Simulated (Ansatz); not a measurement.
```xyz
5
Lattice="2.6752 0.0000 0.0000 0.0000 4.2163 0.0000 0.0000 0.0000 8.7655" Properties=species:S:1:pos:R:3 pbc="T T T"
Si    0.0000    2.1081    3.1857
Si    0.0000    2.1081    5.5798
Ge    1.3376    2.1081    0.0000
Ge    0.0000    0.0000    6.9693
Ge    0.0000    0.0000    1.7962
```

Space group Pmmm; a structure generated by program, which may or may not match a known phase.

Computed with DFT PBE, scalar-relativistic, plane waves, PAW (Ansatz).

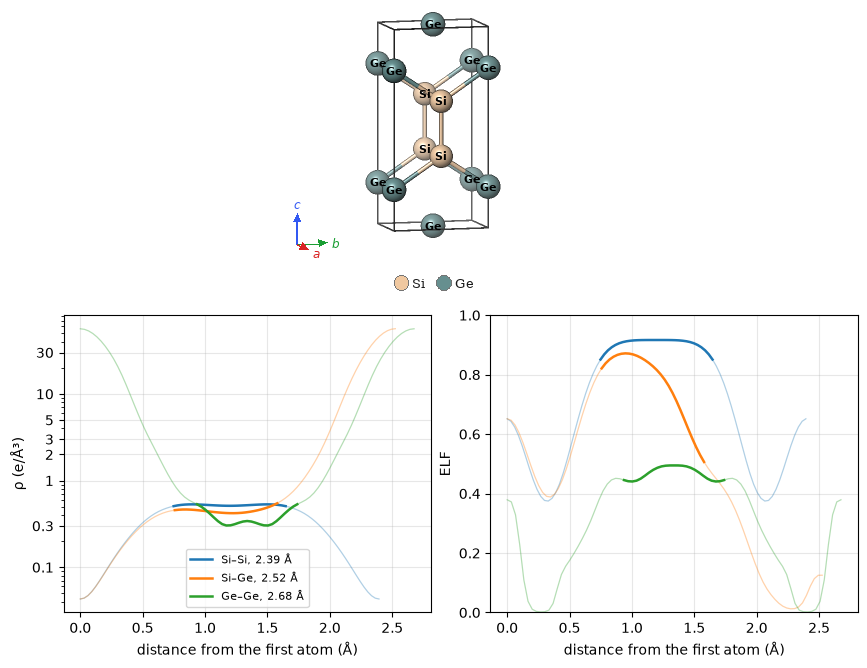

Si₂Ge₃. Valence charge density (pseudo) and ELF along straight lines between neighbouring atoms. Thin, pale parts lie inside the atomic spheres. The structure is drawn too.

The density is the valence pseudo-density of a PAW calculation; it isn't the true density close to the nuclei.

**Compare the contacts.**

Si–Si (2.39 Å): ρ is about 0.51 e/Å³ halfway; the ELF peaks at about 0.90 between the atoms.
Si–Ge (2.52 Å): ρ is about 0.42 e/Å³ halfway; the ELF peaks at about 0.85 in the valence shell of Si, 0.9 Å from its nucleus, and is about 0.80 at the midpoint.
Ge–Ge (2.68 Å): ρ is about 0.34 e/Å³ halfway; the ELF is about 0.50 at the midpoint.
